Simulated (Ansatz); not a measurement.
**CH4ClFN2Si: two geometries relaxed**

Aim: relax the geometries before and after the inversion of the pyramid at N5, and see whether they are two minima and how far apart in energy. SMILES of the start: N=C(F)[SiH](N)Cl.

Method: RKS B3LYP/6-31G*, in Ansatz 0.2.0.

## (1) Starting point

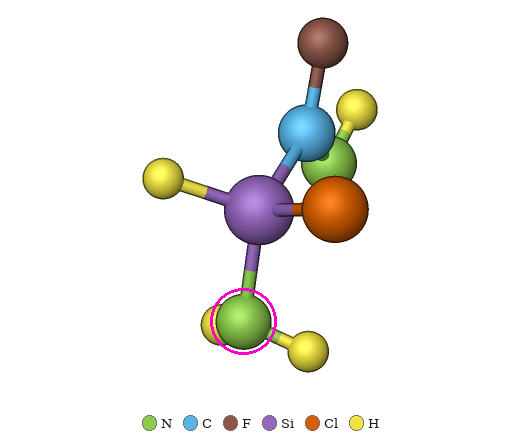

The starting structure, seen from a free direction (nitrogen green, carbon blue, fluorine brown, silicon purple, chlorine orange, hydrogen yellow). Ringed: N5.

As a file:

```xyz
10

N     1.3783   -1.3654   -0.0468
C     0.4727   -0.7163   -0.8197
F     0.4805   -0.9906   -2.1396
Si   -0.7071    0.5229   -0.1411
N    -0.5981    0.7869    1.5284
Cl   -0.5934    2.3384   -1.0804
H     1.9241   -1.9243   -0.6625
H    -2.1361    0.0649   -0.3443
H    -0.4001   -0.0932    2.0162
H     0.2623    1.3256    1.6928
```

## (2) End point A

Input file input.yaml:

```yaml
crystal:
  periodic: [false, false, false]
  atoms:
    - { symbol: "N", position_ang: [1.3783, -1.3654, -0.0468] }
    - { symbol: C, position_ang: [0.4727, -0.7163, -0.8197] }
    - { symbol: F, position_ang: [0.4805, -0.9906, -2.1396] }
    - { symbol: Si, position_ang: [-0.7071, 0.5229, -0.1411] }
    - { symbol: "N", position_ang: [-0.5981, 0.7869, 1.5284] }
    - { symbol: Cl, position_ang: [-0.5934, 2.3384, -1.0804] }
    - { symbol: H, position_ang: [1.9241, -1.9243, -0.6625] }
    - { symbol: H, position_ang: [-2.1361, 0.0649, -0.3443] }
    - { symbol: H, position_ang: [-0.4001, -0.0932, 2.0162] }
    - { symbol: H, position_ang: [0.2623, 1.3256, 1.6928] }
basis:
  gaussian: { orbitals: "6-31G*" }
hamiltonian:
  xc: b3lyp
relax:
  f_tol: 0.015
  max_steps: 40
```

On the command line:

```bash
> ansatz run input.yaml --threads 2 --pin off --max-ram 3072MiB --backend cpu --events-out ev --progress --plain --runs-dir out
```

Log, cut to the lines that bear on the results:

```text
Warning: RAYON_NUM_THREADS=2 ignored (pool sized by the plan → 2); use --threads N
[...]
Functional definition: B3LYP
[...]
1122 factors; integrals over basis functions are off by at most 5.5e-4 eV
[...]
mean field -27200.08459033 eV, -999.5846718152 hartree, gradient 5.7e-5 eV, S^2 0.000000; 0 other end points of the search recorded, 0 dependent functions left out
[...]
reference -27200.08482386 eV, -999.5846803971 hartree; 32, 32 occupied and 74, 74 virtual orbitals, 1122 factors
relax step   1: F+E_penalty+E_count = -27200.08459033 eV  Δ(F+E_penalty+E_count) = +0.000e0 eV  max|allowed force component| = 4.576e0 eV/Å  Δτ_max = 0.0000 Å  (28 SCF iters, accepted)
[...]
relax step   5: F+E_penalty+E_count = -27200.66114694 eV  Δ(F+E_penalty+E_count) = -2.504e-2 eV  max|allowed force component| = 1.986e-1 eV/Å  Δτ_max = 0.0463 Å  (30 SCF iters, accepted)
[...]
relax step   9: F+E_penalty+E_count = -27200.68191605 eV  Δ(F+E_penalty+E_count) = -7.601e-3 eV  max|allowed force component| = 2.537e-1 eV/Å  Δτ_max = 0.1950 Å  (29 SCF iters, accepted)
[...]
relax step  13: F+E_penalty+E_count = -27200.70098555 eV  Δ(F+E_penalty+E_count) = -8.394e-3 eV  max|allowed force component| = 1.428e-1 eV/Å  Δτ_max = 0.0951 Å  (30 SCF iters, accepted)
[...]
relax step  15: F+E_penalty+E_count = -27200.72207530 eV  Δ(F+E_penalty+E_count) = -1.739e-2 eV  max|allowed force component| = 2.937e-1 eV/Å  Δτ_max = 0.1498 Å  (30 SCF iters, accepted)
[...]
relax step  16: F+E_penalty+E_count = -27200.69754794 eV  Δ(F+E_penalty+E_count) = +2.453e-2 eV  max|allowed force component| = 9.750e-1 eV/Å  Δτ_max = 0.1999 Å  (29 SCF iters, rejected (line search))
[...]
1122 factors; integrals over basis functions are off by at most 5.1e-4 eV
[...]
```

## (3) More of the same log: end point A relaxed

Output, continued, cut to the lines that bear on the results:

```text
mean field -27200.73892809 eV, -999.6087182843 hartree, gradient 2.2e-5 eV, S^2 0.000000; 0 other end points of the search recorded, 0 dependent functions left out
[...]
reference -27200.73917028 eV, -999.6087271846 hartree; 32, 32 occupied and 74, 74 virtual orbitals, 1122 factors
relax step  17: F+E_penalty+E_count = -27200.73892809 eV  Δ(F+E_penalty+E_count) = -1.685e-2 eV  max|allowed force component| = 1.859e-1 eV/Å  Δτ_max = 0.0999 Å  (29 SCF iters, accepted)
[...]
relax step  20: F+E_penalty+E_count = -27200.76236426 eV  Δ(F+E_penalty+E_count) = -1.262e-2 eV  max|allowed force component| = 2.297e-1 eV/Å  Δτ_max = 0.0724 Å  (30 SCF iters, accepted)
[...]
relax step  23: F+E_penalty+E_count = -27200.78907229 eV  Δ(F+E_penalty+E_count) = -1.298e-2 eV  max|allowed force component| = 3.105e-1 eV/Å  Δτ_max = 0.0856 Å  (29 SCF iters, accepted)
[...]
Atom 0 at     1.565288    -1.048866    -0.207659 Å, force     0.007458    -0.000669     0.002882 eV/Å
Atom 1 at     0.530334    -0.718543    -0.840708 Å, force    -0.007338    -0.000836    -0.007384 eV/Å
Atom 2 at     0.276824    -1.145647    -2.113674 Å, force     0.001165     0.002567     0.004268 eV/Å
Atom 3 at    -0.788889     0.437762    -0.116099 Å, force    -0.000021    -0.003286     0.001931 eV/Å
Atom 4 at    -0.446918     0.483437     1.552346 Å, force    -0.001791     0.007180     0.007840 eV/Å
Atom 5 at    -0.620251     2.244601    -1.160850 Å, force    -0.000763     0.002136    -0.001167 eV/Å
Atom 6 at     2.179131    -1.660260    -0.758534 Å, force    -0.000930    -0.001327     0.000249 eV/Å
Atom 7 at    -2.158336    -0.034838    -0.396704 Å, force     0.000812     0.000254    -0.001022 eV/Å
Atom 8 at    -0.969001     1.054457     2.204990 Å, force     0.004423    -0.005359    -0.005757 eV/Å
Atom 9 at     0.514917     0.336797     1.839892 Å, force    -0.003015    -0.000659    -0.001839 eV/Å
Dipole moment:     0.018960    -0.174782     0.366870 e Å
```

Run time: 77 s. Hardware: 2 threads of INTEL XEON PLATINUM 8581C at 2.10GHz (Emerald Rapids), shared host; peak memory 0.27 GiB.

Step by step:

```tsv
step	energy from step 1 (eV)	largest force component (eV/Å)
1	0.0000	4.5760
2	-0.4501	1.4088
3	-0.5204	0.9660
4	-0.5515	0.4557
5	-0.5766	0.1986
6	-0.5834	0.2304
7	-0.5873	0.0968
8	-0.5897	0.1955
9	-0.5973	0.2537
10	-0.6072	0.2490
11	-0.6080	0.2191
12x	-0.6029	0.7596
13	-0.6164	0.1428
14	-0.6201	0.3375
15	-0.6375	0.2937
16x	-0.6130	0.9750
17	-0.6543	0.1859
18	-0.6652	0.2975
19x	-0.6627	0.9749
20	-0.6778	0.2297
21	-0.6878	0.1943
22	-0.6915	0.6355
23	-0.7045	0.3105
24x	-0.5917	1.3002
25	-0.7096	0.1205
26	-0.7106	0.0718
27	-0.7110	0.0509
28	-0.7113	0.0235
29	-0.7113	0.0078
```

Step 1 is the start. 4 steps were tried and not accepted (marked x).

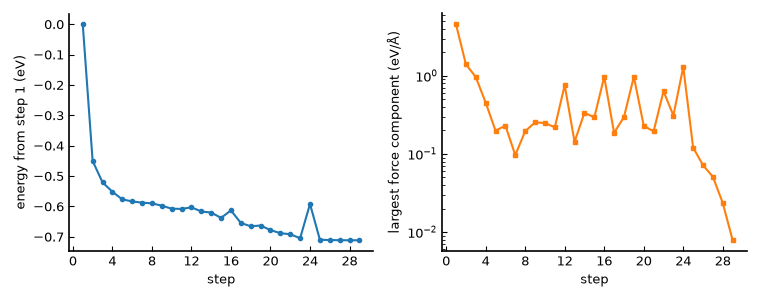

Energy and largest force along the relaxation.

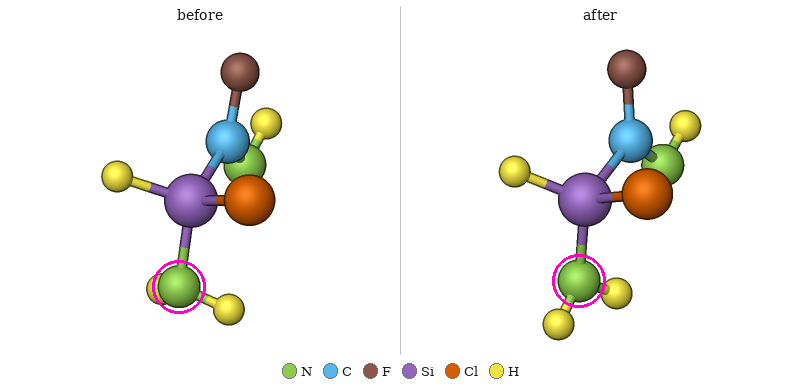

The structure before (left) and after (right), drawn at the same scale.

After: Bond lengths: N1–C2 1.257 Å, C2–F3 1.366 Å, C2–Si4 1.898 Å, Si4–N5 1.704 Å, Si4–Cl6 2.094 Å, N1–H7 1.027 Å, Si4–H8 1.476 Å, N5–H9 1.012 Å, N5–H10 1.015 Å. Angles: N1–C2–F3 122.7°, N1–C2–Si4 122.7°, F3–C2–Si4 114.7°, C2–N1–H7 112.2°, C2–Si4–N5 104.5°, C2–Si4–Cl6 106.2°, C2–Si4–H8 112.2°, N5–Si4–Cl6 116.7°, N5–Si4–H8 112.4°, Cl6–Si4–H8 104.8°, Si4–N5–H9 122.9°, Si4–N5–H10 117.6°, H9–N5–H10 112.8°.

## (4) End point B

The second end starts from a geometry with the move made by hand.

input.yaml, as its differences from that of step 2:

```diff
@@ -11,4 +11,4 @@
     - { symbol: H, position_ang: [-2.1361, 0.0649, -0.3443] }
-    - { symbol: H, position_ang: [-0.4001, -0.0932, 2.0162] }
-    - { symbol: H, position_ang: [0.2623, 1.3256, 1.6928] }
+    - { symbol: H, position_ang: [-1.38149, 0.33557, 2.01247] }
+    - { symbol: H, position_ang: [-0.78845, 1.78467, 1.68881] }
 basis:
```

On the command line:

```bash
> ansatz run input.yaml --threads 2 --pin off --max-ram 3072MiB --backend cpu --events-out ev --progress --plain --runs-dir out
```

Log, cut to the lines that bear on the results:

```text
Warning: RAYON_NUM_THREADS=2 ignored (pool sized by the plan → 2); use --threads N
[...]
Functional definition: B3LYP
[...]
1124 factors; integrals over basis functions are off by at most 5.6e-4 eV
[...]
mean field -27199.88808574 eV, -999.5774504045 hartree, gradient 7.2e-5 eV, S^2 0.000000; 0 other end points of the search recorded, 0 dependent functions left out
[...]
reference -27199.88831717 eV, -999.5774589096 hartree; 32, 32 occupied and 74, 74 virtual orbitals, 1124 factors
relax step   1: F+E_penalty+E_count = -27199.88808574 eV  Δ(F+E_penalty+E_count) = +0.000e0 eV  max|allowed force component| = 4.674e0 eV/Å  Δτ_max = 0.0000 Å  (28 SCF iters, accepted)
[...]
relax step   7: F+E_penalty+E_count = -27200.64381877 eV  Δ(F+E_penalty+E_count) = -2.521e-2 eV  max|allowed force component| = 4.266e-1 eV/Å  Δτ_max = 0.1057 Å  (30 SCF iters, accepted)
[...]
relax step  13: F+E_penalty+E_count = -27200.68224445 eV  Δ(F+E_penalty+E_count) = -4.430e-3 eV  max|allowed force component| = 1.069e-1 eV/Å  Δτ_max = 0.0741 Å  (29 SCF iters, accepted)
[...]
relax step  19: F+E_penalty+E_count = -27200.70885596 eV  Δ(F+E_penalty+E_count) = -1.060e-2 eV  max|allowed force component| = 1.253e-1 eV/Å  Δτ_max = 0.1266 Å  (29 SCF iters, accepted)
[...]
relax step  24: F+E_penalty+E_count = -27200.77805830 eV  Δ(F+E_penalty+E_count) = -6.433e-3 eV  max|allowed force component| = 6.265e-1 eV/Å  Δτ_max = 0.0885 Å  (29 SCF iters, accepted)
relax step  25: F+E_penalty+E_count = -27200.78869805 eV  Δ(F+E_penalty+E_count) = -1.064e-2 eV  max|allowed force component| = 2.044e-1 eV/Å  Δτ_max = 0.0487 Å  (31 SCF iters, accepted)
[...]
```

## (5) The log goes on: end point B relaxed

The log, continued, cut to the lines that bear on the results:

```text
1124 factors; integrals over basis functions are off by at most 4.8e-4 eV
[...]
mean field -27200.79217660 eV, -999.6106751308 hartree, gradient 1.4e-5 eV, S^2 0.000000; 0 other end points of the search recorded, 0 dependent functions left out
[...]
reference -27200.79241416 eV, -999.6106838610 hartree; 32, 32 occupied and 74, 74 virtual orbitals, 1124 factors
relax step  26: F+E_penalty+E_count = -27200.79217660 eV  Δ(F+E_penalty+E_count) = -3.479e-3 eV  max|allowed force component| = 7.495e-2 eV/Å  Δτ_max = 0.0301 Å  (30 SCF iters, accepted)
[...]
relax step  31: F+E_penalty+E_count = -27200.79582206 eV  Δ(F+E_penalty+E_count) = -9.243e-5 eV  max|allowed force component| = 1.662e-2 eV/Å  Δτ_max = 0.0052 Å  (24 SCF iters, accepted)
[...]
Atom 0 at     1.407919    -0.910960     0.020224 Å, force    -0.000720    -0.001465    -0.000195 eV/Å
Atom 1 at     0.449040    -0.637214    -0.745869 Å, force     0.001302    -0.001060     0.002219 eV/Å
Atom 2 at     0.364855    -1.117111    -2.022354 Å, force     0.000632     0.002871     0.000742 eV/Å
Atom 3 at    -0.981048     0.499618    -0.231106 Å, force    -0.001772    -0.001106     0.002751 eV/Å
Atom 4 at    -0.860375     0.598341     1.465772 Å, force    -0.002050    -0.001409    -0.012239 eV/Å
Atom 5 at    -0.724011     2.283789    -1.297018 Å, force    -0.001383    -0.001588    -0.000924 eV/Å
Atom 6 at     2.101143    -1.521608    -0.427750 Å, force    -0.001208     0.000745     0.000062 eV/Å
Atom 7 at    -2.289870    -0.019925    -0.671996 Å, force    -0.000119     0.001606    -0.001272 eV/Å
Atom 8 at    -1.476545     1.172159     2.027084 Å, force    -0.003004     0.002396     0.003901 eV/Å
Atom 9 at     0.059853     0.489653     1.878293 Å, force     0.008321    -0.000989     0.004954 eV/Å
Dipole moment:    -0.024778    -0.164845     0.370572 e Å
```

Run time: 87 s. Hardware: 2 threads of INTEL XEON PLATINUM 8581C at 2.10GHz (Emerald Rapids), shared host; peak memory 0.27 GiB.

Relaxation path, one in 2:

```tsv
step	energy from step 1 (eV)	largest force component (eV/Å)
1	0.0000	4.6736
3	-0.6216	0.9921
5	-0.7187	0.4904
7	-0.7557	0.4266
9x	-0.7312	1.3604
11	-0.7897	0.1061
13	-0.7942	0.1069
15x	-0.7980	0.4306
17	-0.8063	0.0886
19	-0.8208	0.1253
21	-0.8466	0.5593
23	-0.8835	0.2027
25	-0.9006	0.2044
27	-0.9041	0.1757
29	-0.9073	0.0303
31	-0.9077	0.0166
32	-0.9078	0.0122
```

Step 1 is the start. 3 steps were tried and not accepted (marked x).

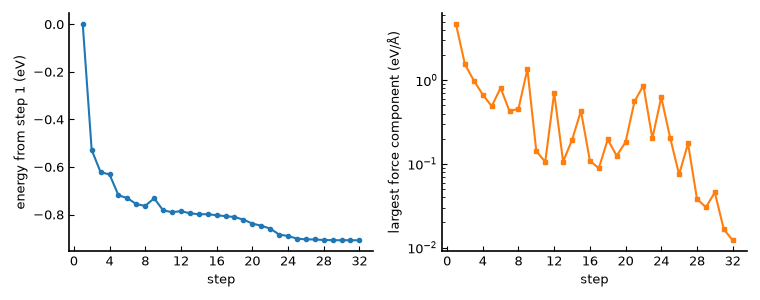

How energy and force went from step to step.

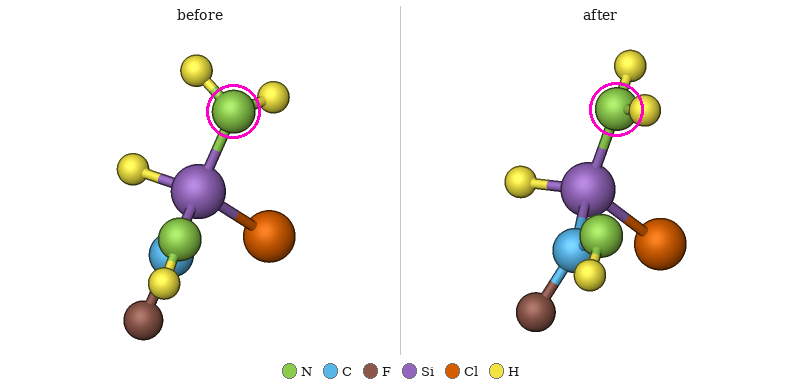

The structure before (left) and after (right), drawn at the same scale.

After: Bond lengths: N1–C2 1.257 Å, C2–F3 1.366 Å, C2–Si4 1.898 Å, Si4–N5 1.704 Å, Si4–Cl6 2.094 Å, N1–H7 1.027 Å, Si4–H8 1.476 Å, N5–H9 1.012 Å, N5–H10 1.014 Å. Angles: N1–C2–F3 122.7°, N1–C2–Si4 122.7°, F3–C2–Si4 114.7°, C2–N1–H7 112.2°, C2–Si4–N5 104.6°, C2–Si4–Cl6 106.2°, C2–Si4–H8 112.1°, N5–Si4–Cl6 116.7°, N5–Si4–H8 112.4°, Cl6–Si4–H8 104.9°, Si4–N5–H9 122.8°, Si4–N5–H10 117.6°, H9–N5–H10 112.8°.

## (6) What came out

```
                           quantity                     value
                              end A  24 moves, 0.711 eV lower
                              end B  28 moves, 0.908 eV lower
largest difference between the ends                    0.01 Å
            end B relative to end A                 +0.000 eV
```

What this shows: Both starts fell into the same minimum (no atom differs by more than 0.01 Å), so from this start no second minimum was found and no band was run; another arrangement could still be one.
